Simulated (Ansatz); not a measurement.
## C₃H₈Si: one change and its effect

System: C₃H₈Si, SMILES C=C(C)[SiH3].
Method of the first run: RKS B2PLYP (frozen core)/def2-TZVPP (Ansatz 0.2.0).

The geometry comes from this level: PBE0-D4/def2-TZVP. Text and figures count atoms from 1; the logs count them from 0 in places.

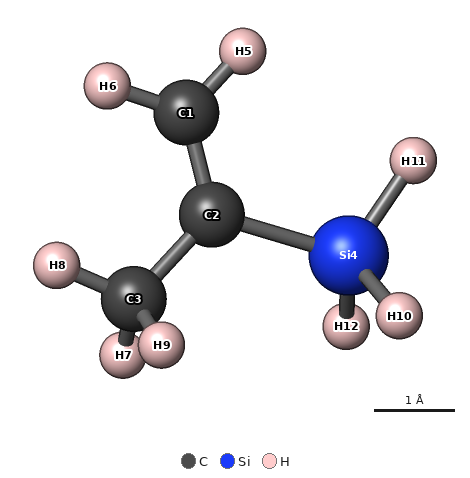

Figure 1. The input geometry (ball-and-stick view, seen at a tilt; atoms are numbered from 1 in the order of the input).

## Input file, the first run
```yaml
crystal:
  periodic: [false, false, false]
  atoms:
    - {symbol: C, position_ang: [0.362915, 1.534458, 0.272382]}
    - {symbol: C, position_ang: [-0.017206, 0.265250, 0.134797]}
    - {symbol: C, position_ang: [-1.112219, -0.330413, 0.967713]}
    - {symbol: Si, position_ang: [0.829192, -0.818793, -1.130295]}
    - {symbol: H, position_ang: [1.155367, 1.967802, -0.329093]}
    - {symbol: H, position_ang: [-0.108693, 2.194013, 0.998680]}
    - {symbol: H, position_ang: [-1.923645, -0.710253, 0.338698]}
    - {symbol: H, position_ang: [-1.532425, 0.401564, 1.661878]}
    - {symbol: H, position_ang: [-0.745628, -1.182390, 1.549297]}
    - {symbol: H, position_ang: [1.439909, -2.007209, -0.471933]}
    - {symbol: H, position_ang: [1.885962, -0.044960, -1.832048]}
    - {symbol: H, position_ang: [-0.156530, -1.324269, -2.126075]}
basis:
  gaussian: {orbitals: def2-TZVPP}
hamiltonian: {xc: {name: B2PLYP}}
```

Command:
```bash
ansatz run in.yaml --threads 2 --pin off --events-out ev --progress --plain --max-ram 4352MiB
```

Hardware: 2 threads of Intel Xeon @ 2.90GHz, 54 GiB of memory available, shared host.

## Output (the first run)
```
Functional definition: B2PLYP
  parameter a = 0.53
  parameter c = 0.27
  exchange = (1 - a)*b88_x + a*exact_x
  correlation = (1 - c)*lyp_c + c*(mp2_os + mp2_ss)
1420 factors; integrals over basis functions are off by at most 7.8e-4 eV
mean field evaluation 1: about -11102.6371 eV, gradient 4.6e1 eV
mean field evaluation 2: about -11102.7617 eV, gradient 4.6e1 eV
mean field evaluation 4: about -11107.7701 eV, gradient 4.2e0 eV
mean field evaluation 8: about -11107.8147 eV, gradient 4.6e-1 eV
mean field evaluation 16: about -11107.8153 eV, gradient 7.2e-5 eV
mean field -11107.81526022 eV, -408.2046816654 hartree, gradient 3.2e-6 eV, S^2 0.000000; 0 other end points of the search recorded, 0 dependent functions left out
8 core orbitals not correlated: weight in the atoms' cores, before any rotation towards them, 1.000 or more for the frozen orbitals, at most 0.000 for the correlated occupied ones
reference -11107.81544366 eV, -408.2046884069 hartree; 12, 12 occupied and 227, 227 virtual orbitals, 1420 factors
second order -20.98534559 eV of doubles, -0.00000000 eV of singles
Total energy: -11113.48148697 eV, -408.4129116580 hartree
```

For the second run the input was changed thus:
```diff
-hamiltonian: {xc: {name: B2PLYP}}
+hamiltonian: {xc: {name: PBE-QIDH}}
```

How does the second run compare with the first run?

The total energies belong to different methods, so their difference says nothing on which is more stable or more accurate. The functional changes from B2PLYP to PBE-QIDH.

## Output (the second run)
```
Functional definition: PBE-QIDH
  parameter a = 3^(-1/3)
  parameter c = 1/3
  exchange = (1 - a)*pbe_x + a*exact_x
  correlation = (1 - c)*pbe_c + c*(mp2_os + mp2_ss)
1420 factors; integrals over basis functions are off by at most 7.8e-4 eV
mean field evaluation 1: about -11099.2685 eV, gradient 3.8e1 eV
mean field evaluation 2: about -11099.4268 eV, gradient 3.8e1 eV
mean field evaluation 4: about -11103.1456 eV, gradient 3.4e0 eV
mean field evaluation 8: about -11103.1801 eV, gradient 3.1e-1 eV
mean field evaluation 16: about -11103.1803 eV, gradient 7.2e-5 eV
mean field -11103.18032515 eV, -408.0343509434 hartree, gradient 2.8e-6 eV, S^2 0.000000; 0 other end points of the search recorded, 0 dependent functions left out
8 core orbitals not correlated: weight in the atoms' cores, before any rotation towards them, 1.000 or more for the frozen orbitals, at most 0.000 for the correlated occupied ones
reference -11103.18033884 eV, -408.0343514465 hartree; 12, 12 occupied and 227, 227 virtual orbitals, 1420 factors
second order -19.47625141 eV of doubles, -0.00000000 eV of singles
Total energy: -11109.67242264 eV, -408.2729311257 hartree
```

## The two runs side by side

| quantity | the first run | the second run |
| --- | --- | --- |
| outcome | converged | converged |
| total energy (hartree) | −408.412912 | −408.272931 |
| basis functions | 247 | 247 |
| wall time (shared host) | 7 s | 7.5 s |
